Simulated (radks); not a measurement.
# Numerical settings for Ni

How sensitive is the result for neutral nickel to mesh, mixing and thresholds? A default run comes first. The defaults are a mesh step of 0.008 in ln r, a mesh end at 40 bohr or more, Anderson mixing 0.5 over 9 steps and a tight residual threshold, with the energy settled to 1e-9 hartree as well; every run has a cap on iterations.

The numbers are computed with radks (a radial shooting solver on a logarithmic mesh, Libxc functionals) version 1 (non-relativistic Kohn-Sham, PBE, spin-polarised, spherical densities, point nucleus; open shells are filled with parallel spins first), except any that are marked as measured or tabulated.

### Step 1. The system

```
element       : nickel (Z = 28)
charge        : 0
electrons     : 28
configuration : [Ar] 3d8 4s2
```

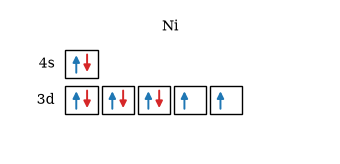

Occupation of the outer shells (arrows by Hund's rule).

### Step 2. Default settings

The run's settings:

```text
Z 28
configuration [Ar] 3d8 4s2
relativity non-relativistic
functional pbe,pbe
spin polarised
nucleus point
max_iterations 93
```

Launch:

```console
python run_ks.py task.json out
```

This one command runs every case of the session in turn.

### Step 3. Mesh step in ln r 0.02

Changes since step 2:

```diff
@@ -6,2 +6,3 @@
 nucleus point
+mesh_step 0.02
 max_iterations 93
```

### Step 4. Mesh step in ln r 0.012

Changes since step 3:

```diff
@@ -6,3 +6,3 @@
 nucleus point
-mesh_step 0.02
+mesh_step 0.012
 max_iterations 93
```

### Step 5. Mesh step in ln r 0.12

Changes since step 4:

```diff
@@ -6,3 +6,3 @@
 nucleus point
-mesh_step 0.012
+mesh_step 0.12
 max_iterations 93
```

### Step 6. Mesh end (bohr) 8

Changes since step 5:

```diff
@@ -6,3 +6,3 @@
 nucleus point
-mesh_step 0.12
+mesh_end 8
 max_iterations 93
```

### Step 7. Mesh end (bohr) 12

Changes since step 6:

```diff
@@ -6,3 +6,3 @@
 nucleus point
-mesh_end 8
+mesh_end 12
 max_iterations 93
```

### Step 8. Residual threshold 0.01

Changes since step 7:

```diff
@@ -6,3 +6,3 @@
 nucleus point
-mesh_end 12
+threshold 0.01
 max_iterations 93
```

### Step 9. Residual threshold 1e-13

Changes since step 8:

```diff
@@ -6,3 +6,3 @@
 nucleus point
-threshold 0.01
+threshold 1e-13
 max_iterations 93
```

### Step 10. Mixing 0.01

Changes since step 9:

```diff
@@ -6,3 +6,3 @@
 nucleus point
-threshold 1e-13
+mixing 0.01
 max_iterations 93
```

### Step 11. Mixing history 1, mixing 0.05

Changes since step 10:

```diff
@@ -6,3 +6,4 @@
 nucleus point
-mixing 0.01
+history 1
+mixing 0.05
 max_iterations 93
```

### Step 12. Mixing history 1, mixing 0.8

Changes since step 11:

```diff
@@ -7,3 +7,3 @@
 history 1
-mixing 0.05
+mixing 0.8
 max_iterations 93
```

### Step 13. Mixing history 20

Changes since step 12:

```diff
@@ -6,4 +6,3 @@
 nucleus point
-history 1
-mixing 0.8
+history 20
 max_iterations 93
```

### Step 14. Iteration cap 2

Changes since step 13:

```diff
@@ -6,3 +6,2 @@
 nucleus point
-history 20
-max_iterations 93
+max_iterations 2
```

**Question.** What will these runs give? Wanted: for each run, setting; iterations; converged; change of E.

The runs gave:

```csv
setting,mesh points,iterations,converged,change of E (mhartree),time
Default settings,2669,14,yes,0,-
mesh step in ln r 0.02,1068,14,yes,0,0.09 s
mesh step in ln r 0.012,1779,14,yes,0,0.14 s
mesh step in ln r 0.12,178,2,no,-,0.01 s
mesh end (bohr) 8,2275,14,yes,+2.314,0.19 s
mesh end (bohr) 12,2326,14,yes,+0.01701,0.19 s
residual threshold 0.01,2669,11,yes,0,0.17 s
residual threshold 1e-13,2669,93,no,-,0.77 s
mixing 0.01,2669,7,no,-,0.14 s
"mixing history 1, mixing 0.05",2669,93,no,-,0.99 s
"mixing history 1, mixing 0.8",2669,93,no,-,2.6 s
mixing history 20,2669,23,yes,0,0.3 s
iteration cap 2,2669,2,no,-,0.05 s
```

**Reading.** A zero stands for a change under the printed digits. Converged yet off by more than 1 mhartree: mesh end (bohr) 8. Convergence of the cycle says nothing about the mesh. Not converged or rejected: mesh step in ln r 0.12; residual threshold 1e-13; mixing 0.01; mixing history 1, mixing 0.05; mixing history 1, mixing 0.8; iteration cap 2. A mesh that ends early acts as a hard wall.
